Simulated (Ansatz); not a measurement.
System: HIOS2.

```json
{"atom": "I", "x (Å)": "-2.2738", "y (Å)": "-0.6398", "z (Å)": "-0.8519"}
{"atom": "O", "x (Å)": "0.5463", "y (Å)": "-1.1403", "z (Å)": "0.9196"}
{"atom": "S", "x (Å)": "-0.5833", "y (Å)": "-0.2030", "z (Å)": "1.0950"}
{"atom": "S", "x (Å)": "0.1105", "y (Å)": "1.8028", "z (Å)": "0.5812"}
{"atom": "H", "x (Å)": "0.9432", "y (Å)": "1.3134", "z (Å)": "-0.3696"}
```

Geometry: B3LYP-D3(BJ)/def2-SVP; core potentials replace the inner electrons of I.

Method: isolated molecule in a Gaussian basis; Kohn-Sham density functional theory, functional PBE0 in Ansatz.

Q: What can the converged electron density and electron localisation function tell about the bonding?

A: S–O (1.48 Å): ρ at the midpoint is about 2.2 e/Å³; the ELF peaks at about 0.80 between the atoms, as expected for a polar covalent bond.
S–S (2.18 Å): ρ is about 0.84 e/Å³ halfway; the ELF peaks at about 0.85 between the atoms: a shared electron pair.

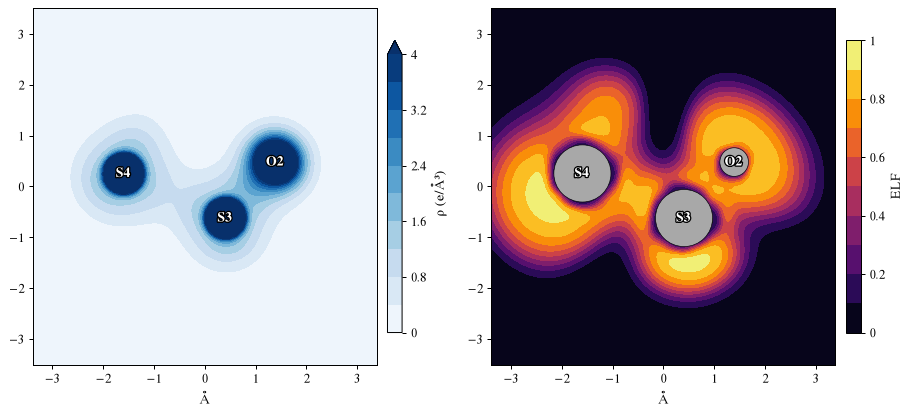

Computed electron density and electron localisation function on the plane of atoms O2, S3 and S4, in this order. Grey discs cover the atomic cores in the ELF map. 
